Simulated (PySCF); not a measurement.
# C2H5BO2Si: electronic excitations and core binding energies

What electronic excitations and core binding energies should C2H5BO2Si (`C#C[SiH2]B(O)O`) show?

The runs use PySCF 2.14.0, with density-fitted response routines of our own; the level of theory stands in each step. All values are computed, except where a source is named. Atoms count from 0, in the outputs and in this text.

### Step 1. Starting geometry

11 atoms, charge 0, multiplicity 1; geometry from: GFN2-xTB.

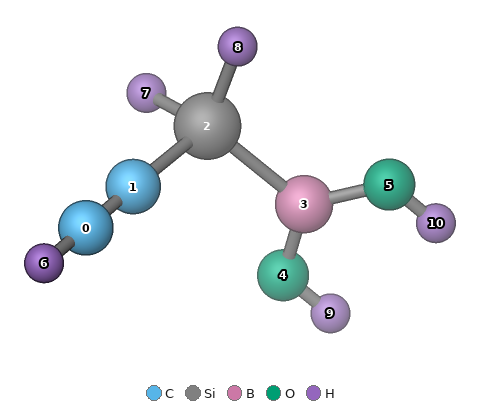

The starting geometry (carbon blue, silicon grey, boron pink, oxygen teal, hydrogen purple), atoms numbered.

### Step 2. Ultraviolet spectrum: PBE0/def2-SVPD

Job settings and geometry (Å):

```
{"job": {"kind": "uv", "xc": "PBE0", "basis": "def2-SVPD", "nstates": 8, "ntriplets": 3}, "charge": 0, "multiplicity": 1}
C      2.728955     0.833336    -0.699848
C      1.873053     0.362402     0.002162
Si     0.517384    -0.373155     1.042274
B     -1.231274    -0.204037     0.145311
O     -1.446614    -0.884753    -1.005580
O     -2.178496     0.586234     0.707010
H      3.486094     1.244371    -1.305572
H      0.961782    -1.761343     1.284021
H      0.617734     0.321307     2.339984
H     -2.297957    -0.789838    -1.440894
H     -3.025238     0.668147     0.259960
```

Method: TDDFT PBE0/def2-SVPD, vertical, gas phase, core orbitals frozen in the response.

On the command line:

```
$ OMP_NUM_THREADS=1 python probes_run.py task.json out
```

This one command runs all jobs of the session in turn.

What it wrote:

```text
coarse grid: 10160 points
cycle   1  E = -543.1399026478  dE =  6.759e-01  |g| = 8.371e-01  |ddm| = 6.973e+00
cycle   2  E = -543.0145610952  dE =  1.253e-01  |g| = 1.170e+00  |ddm| = 2.434e+00
cycle   3  E = -543.2790290261  dE = -2.645e-01  |g| = 9.236e-02  |ddm| = 1.140e+00
cycle   4  E = -543.2801979076  dE = -1.169e-03  |g| = 5.820e-02  |ddm| = 1.811e-01
cycle   5  E = -543.2809609344  dE = -7.630e-04  |g| = 2.298e-02  |ddm| = 8.567e-02
cycle   6  E = -543.2810945012  dE = -1.336e-04  |g| = 3.053e-03  |ddm| = 3.237e-02
cycle   7  E = -543.2810973203  dE = -2.819e-06  |g| = 4.951e-04  |ddm| = 6.627e-03
final grid: 94832 points
cycle   8  E = -543.3646768418  dE = -2.706e-05  |g| = 5.848e-03  |ddm| = 8.349e-02
cycle   9  E = -543.3646721576  dE =  4.684e-06  |g| = 7.821e-03  |ddm| = 1.528e-02
cycle  10  E = -543.3646842735  dE = -1.212e-05  |g| = 5.820e-04  |ddm| = 7.306e-03
cycle  11  E = -543.3646843530  dE = -7.947e-08  |g| = 1.670e-04  |ddm| = 1.147e-03
cycle  12  E = -543.3646843558  dE = -2.884e-09  |g| = 1.351e-04  |ddm| = 3.831e-04
cycle  13  E = -543.3646843606  dE = -4.737e-09  |g| = 1.451e-05  |ddm| = 1.634e-04
cycle  14  E = -543.3646843606  dE = -5.025e-11  |g| = 5.474e-06  |ddm| = 2.579e-05
converged SCF energy = -543.3646843606

Static polarisability (au): isotropic 71.582, principal 58.926 66.945 88.876

Singlet excitations
state   eV       nm        f      main configurations
  1   5.9628    207.9   0.00286   H-1->L 0.58, H->L 0.17, H-1->L+3 0.11
  2   6.0928    203.5   0.01925   H->L 0.62, H-1->L 0.15, H-1->L+2 0.14
  3   6.2971    196.9   0.00262   H->L+2 0.75, H-1->L 0.10
  4   6.5911    188.1   0.02788   H->L+1 0.86
  5   6.6964    185.2   0.01540   H-1->L+1 0.52, H->L+3 0.12, H-1->L+3 0.10
  6   6.7565    183.5   0.01510   H-1->L+1 0.33, H->L+3 0.26, H-1->L+2 0.20
  7   6.9067    179.5   0.00116   H-1->L+3 0.63, H-1->L 0.15, H-1->L+1 0.12
  8   7.5514    164.2   0.01251   H-2->L 0.83

Triplet excitations (Tamm-Dancoff, eV): 4.9374 5.3481 5.4270
```

It took 48 s on 1 thread of Intel Xeon at 2.50GHz, shared host; peak memory 0.69 GiB.

The orbitals next to the gap, with their largest atomic shares:

```
orbital     eV                       atoms
 HOMO−3  -9.72  Si2 36 %, H8 20 %, H7 19 %
 HOMO−2  -9.30  Si2 28 %, B3 20 %, C1 15 %
 HOMO−1  -7.88   C0 40 %, C1 40 %, Si2 8 %
   HOMO  -7.80  C0 36 %, C1 36 %, Si2 10 %
   LUMO  -0.50  B3 29 %, Si2 22 %, O5 13 %
 LUMO+1  -0.43   B3 29 %, O5 19 %, O4 18 %
 LUMO+2   0.35  C0 25 %, C1 24 %, Si2 21 %
```

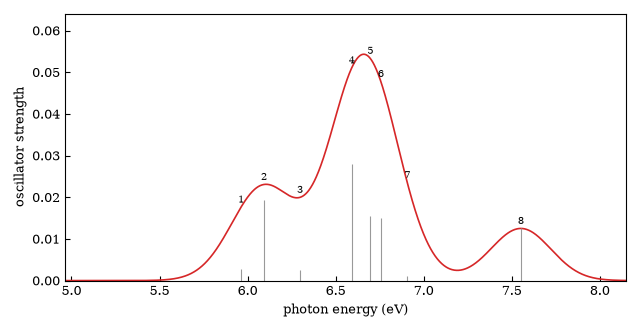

Absorption spectrum from the 8 singlet states computed; above the last one it falls off for lack of states. Lines are broadened to a width of 0.40 eV (Gaussian).

Further results of this job:

```
           property  computed
  dipole moment (D)      3.55
polarisability (Å³)     10.61
 HOMO–LUMO gap (eV)      7.30
      −ε(HOMO) (eV)      7.80
```

### Step 3. Core holes by ΔSCF: SCAN, X2C

The job, as its differences from that of step 2:

```diff
@@ -1,2 +1,2 @@
-{"job": {"kind": "uv", "xc": "PBE0", "basis": "def2-SVPD", "nstates": 8, "ntriplets": 3}, "charge": 0, "multiplicity": 1}
+{"job": {"kind": "xps"}, "charge": 0, "multiplicity": 1}
 C      2.728955     0.833336    -0.699848
```

Level: delta-SCF UKS SCAN, pcX-2 on the ionised atom, pcseg-1 elsewhere, spin-free X2C.

What it wrote:

```text
ground state, core basis on atom 0 (C), 144 functions
  cycle   1  E = -544.40639165  |g| = 9.07e-01
  cycle   2  E = -544.17490733  |g| = 1.40e+00
  cycle   3  E = -544.56650040  |g| = 1.58e-01
  cycle   4  E = -544.57006815  |g| = 1.00e-01
  cycle   5  E = -544.57242811  |g| = 3.48e-02
  cycle   6  E = -544.57274439  |g| = 5.57e-03
  cycle   7  E = -544.57275352  |g| = 1.82e-03
  cycle   8  E = -544.57275246  |g| = 8.89e-04
  cycle   9  E = -544.57275414  |g| = 3.43e-04
  E(ground) = -544.61574697 Eh
hole in C 1s of atom 0
  cycle   1  E = -533.34035917  |g| = 1.50e+00
  cycle   2  E = -530.92711712  |g| = 2.37e+00
  cycle   3  E = -533.69791437  |g| = 5.86e-01
  cycle   4  E = -533.77282892  |g| = 5.62e-01
  cycle   5  E = -533.88702362  |g| = 2.52e-01
  cycle   6  E = -533.91663289  |g| = 4.55e-02
  cycle   7  E = -533.91784811  |g| = 1.95e-02
  cycle   8  E = -533.91819948  |g| = 1.27e-02
  cycle   9  E = -533.91841532  |g| = 7.58e-03
  cycle  10  E = -533.91854223  |g| = 6.07e-03
  cycle  11  E = -533.91858364  |g| = 3.26e-03
  cycle  12  E = -533.91859342  |g| = 1.15e-03
  cycle  13  E = -533.91859520  |g| = 3.50e-04
  E(ion) = -533.96014690 Eh   <S^2> = 0.8399   hole on atom = 1.000   binding energy = 289.954 eV
ground state, core basis on atom 1 (C), 144 functions
  cycle   1  E = -544.57286975  |g| = 6.69e-02
  cycle   2  E = -544.57043704  |g| = 1.02e-01
  cycle   3  E = -544.57265804  |g| = 4.55e-02
  cycle   4  E = -544.57321621  |g| = 3.83e-03
  cycle   5  E = -544.57321959  |g| = 1.26e-03
  cycle   6  E = -544.57322029  |g| = 2.73e-04
  E(ground) = -544.61598608 Eh
hole in C 1s of atom 1
  cycle   1  E = -533.34781699  |g| = 1.51e+00
  cycle   2  E = -531.57707130  |g| = 2.18e+00
  cycle   3  E = -533.74223043  |g| = 6.13e-01
  cycle   4  E = -533.87897648  |g| = 3.33e-01
  cycle   5  E = -533.91173419  |g| = 1.45e-01
  cycle   6  E = -533.91965037  |g| = 5.72e-02
  cycle   7  E = -533.92134501  |g| = 2.46e-02
  cycle   8  E = -533.92195975  |g| = 1.31e-02
  cycle   9  E = -533.92240929  |g| = 8.02e-03
  cycle  10  E = -533.92260259  |g| = 7.41e-03
  cycle  11  E = -533.92263337  |g| = 2.89e-03
  cycle  12  E = -533.92263913  |g| = 1.34e-03
  cycle  13  E = -533.92264192  |g| = 4.11e-04
  E(ion) = -533.96381458 Eh   <S^2> = 0.8572   hole on atom = 1.000   binding energy = 289.860 eV
ground state, core basis on atom 2 (Si), 155 functions
  cycle   1  E = -544.66222154  |g| = 2.87e-01
  cycle   2  E = -544.66108889  |g| = 7.65e-02
  cycle   3  E = -544.65322734  |g| = 1.84e-01
  cycle   4  E = -544.66247230  |g| = 1.27e-02
  cycle   5  E = -544.66249877  |g| = 1.57e-03
  cycle   6  E = -544.66249804  |g| = 5.43e-04
  cycle   7  E = -544.66249843  |g| = 1.79e-04
  E(ground) = -544.66303933 Eh
hole in Si 1s of atom 2
  cycle   1  E = -475.74891275  |g| = 4.35e+00
  cycle   2  E = -475.79012661  |g| = 2.13e+00
  cycle   3  E = -475.99816632  |g| = 1.16e+00
  cycle   4  E = -476.56207379  |g| = 6.62e-01
  cycle   5  E = -476.78112999  |g| = 2.14e-01
  cycle   6  E = -476.80482702  |g| = 6.19e-02
  cycle   7  E = -476.80659628  |g| = 2.22e-02
  cycle   8  E = -476.80675564  |g| = 9.75e-03
  cycle   9  E = -476.80679843  |g| = 2.01e-03
  cycle  10  E = -476.80680042  |g| = 8.37e-04
  cycle  11  E = -476.80680045  |g| = 4.88e-04
  E(ion) = -476.81493255 Eh   <S^2> = 0.7522   hole on atom = 1.000   binding energy = 1846.241 eV
hole in Si 2p of atom 2
  cycle   1  E = -540.40780728  |g| = 1.24e+00
  cycle   2  E = -540.15529867  |g| = 1.17e+00
  cycle   3  E = -540.46354468  |g| = 6.86e-01
  cycle   4  E = -540.71073184  |g| = 2.05e-01
  cycle   5  E = -540.72795200  |g| = 8.60e-02
  cycle   6  E = -540.73180708  |g| = 2.29e-02
  cycle   7  E = -540.73204011  |g| = 8.58e-03
  cycle   8  E = -540.73206636  |g| = 2.83e-03
  cycle   9  E = -540.73206982  |g| = 5.49e-04
  cycle  10  E = -540.73207003  |g| = 2.57e-04
  E(ion) = -540.74321505 Eh   <S^2> = 0.7519   hole on atom = 1.003   binding energy = 106.664 eV
  2p3/2 = 106.478 eV   2p1/2 = 107.102 eV
ground state, core basis on atom 3 (B), 144 functions
  cycle   1  E = -544.56693067  |g| = 5.51e-02
  cycle   2  E = -544.56674586  |g| = 4.54e-02
  cycle   3  E = -544.56714210  |g| = 1.98e-02
  cycle   4  E = -544.56721209  |g| = 6.48e-03
  cycle   5  E = -544.56721942  |g| = 2.64e-03
  cycle   6  E = -544.56722197  |g| = 6.44e-04
  cycle   7  E = -544.56722267  |g| = 1.10e-04
  E(ground) = -544.60981836 Eh
hole in B 1s of atom 3
  cycle   1  E = -536.91586921  |g| = 1.17e+00
  cycle   2  E = -534.66267205  |g| = 2.01e+00
  cycle   3  E = -537.08677535  |g| = 5.73e-01
  cycle   4  E = -537.27719323  |g| = 2.66e-01
  cycle   5  E = -537.27681521  |g| = 2.62e-01
  cycle   6  E = -537.31125373  |g| = 8.19e-02
  cycle   7  E = -537.31442828  |g| = 2.25e-02
  cycle   8  E = -537.31461417  |g| = 8.46e-03
  cycle   9  E = -537.31464448  |g| = 5.74e-03
  cycle  10  E = -537.31465732  |g| = 3.07e-03
  cycle  11  E = -537.31466100  |g| = 7.04e-04
  cycle  12  E = -537.31466244  |g| = 3.25e-04
  E(ion) = -537.35722991 Eh   <S^2> = 0.7746   hole on atom = 1.000   binding energy = 197.353 eV
ground state, core basis on atom 4 (O), 144 functions
  cycle   1  E = -544.59832576  |g| = 1.01e-01
  cycle   2  E = -544.59736327  |g| = 8.64e-02
  cycle   3  E = -544.59802175  |g| = 6.03e-02
  cycle   4  E = -544.59864011  |g| = 9.51e-03
  cycle   5  E = -544.59865829  |g| = 1.97e-03
  cycle   6  E = -544.59865940  |g| = 1.10e-03
  cycle   7  E = -544.59865838  |g| = 8.35e-05
  E(ground) = -544.63805495 Eh
hole in O 1s of atom 4
  cycle   1  E = -523.96812886  |g| = 2.22e+00
  cycle   2  E = -521.55305175  |g| = 2.60e+00
  cycle   3  E = -524.32978283  |g| = 8.59e-01
  cycle   4  E = -524.68341782  |g| = 4.21e-01
  cycle   5  E = -524.72741537  |g| = 2.98e-01
  cycle   6  E = -524.75909835  |g| = 1.61e-01
  cycle   7  E = -524.77211742  |g| = 4.50e-02
  cycle   8  E = -524.77297414  |g| = 1.29e-02
  cycle   9  E = -524.77306764  |g| = 1.94e-03
  cycle  10  E = -524.77306977  |g| = 9.35e-04
  cycle  11  E = -524.77307073  |g| = 2.74e-04
  E(ion) = -524.81380898 Eh   <S^2> = 0.7612   hole on atom = 1.000   binding energy = 539.445 eV
```

Wall time 2.2 min (1 thread of Intel Xeon at 2.50GHz, shared host); peak memory 0.45 GiB.

The holes in one table. −ε is the ground-state orbital energy:

```
       hole  stands for                  environment  ΔSCF (eV; 2p as the shell's mean)  −ε (eV)   ⟨S²⟩
  C1s on C0          C0       terminal alkyne carbon                             289.95    273.3  0.840
  C1s on C1          C1                alkyne carbon                  289.86 (doubtful)    273.1  0.857
Si1s on Si2         Si2  silicon bonded to C, B, 2 H                            1846.24   1793.0  0.752
Si2p on Si2         Si2  silicon bonded to C, B, 2 H                             106.69     95.9  0.752
  B1s on B3          B3      boron bonded to 2 O, Si                             197.35    181.3  0.775
  O1s on O4      O4, O5        oxygen bonded to B, H                             539.45    517.4  0.761
```

Each hole run stands for the others of its class of like atoms.

Doubtful: the ion did not converge, its hole moved, or its ⟨S²⟩ is well above 0.75.

With the spin-orbit splitting: Si2 2p3/2 106.48, 2p1/2 107.10 eV. The table gives each 2p level as the mean over the whole 2p shell (two parts 2p3/2, one part 2p1/2), which differs a little from the single hole in the log.

### Step 4. What came out

| quantity | value |
| --- | --- |
| lowest singlet (PBE0/def2-SVPD) | 5.96 eV (208 nm), f = 0.003 |
| brightest single state of those computed | state 4, 6.59 eV, f = 0.028 |
| lowest triplet | 4.94 eV |
| C1s binding energies, SCAN/pcX-2 (standing for 1 of 2 atoms) | C0 289.95 eV |
| Si1s binding energies, SCAN/pcX-2 | Si2 1846.24 eV |
| Si2p binding energies, SCAN/pcX-2 | Si2 106.69 eV |
| B1s binding energies, SCAN/pcX-2 | B3 197.35 eV |
| O1s binding energies, SCAN/pcX-2 | O4 539.45 eV |

**Reading.** The first singlet state (HOMO−1→LUMO 0.58, HOMO→LUMO 0.17) lies at 5.96 eV and is weak; of the 8 states computed, the strongest absorption comes from state 4 at 6.59 eV. The lowest triplet lies 1.03 eV below the lowest singlet (triplets in Tamm-Dancoff, singlets in full TDDFT).
